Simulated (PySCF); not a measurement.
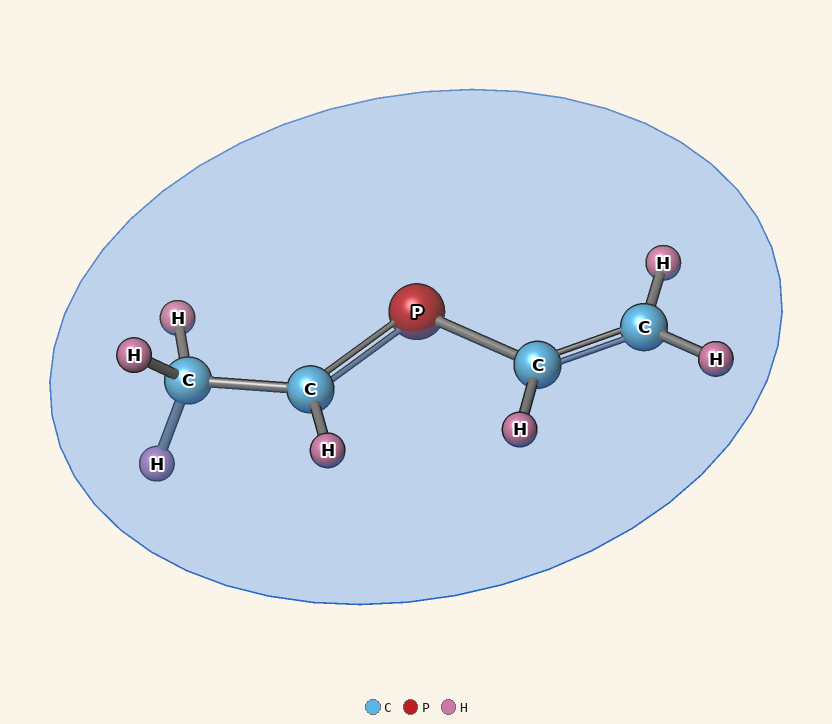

All proper rotation axes (lines) and mirror planes (discs) of the structure are drawn in. Distant atoms are faded towards the background colour. The computed structure is the end point of a GFN2-xTB optimisation. No frequency run is at hand to confirm it as a minimum.

> Name the symmetry elements and the point group.

It has 1 mirror plane. Point group Cs. The group has 2 operations. The geometry is achiral, and symmetry allows a dipole moment.
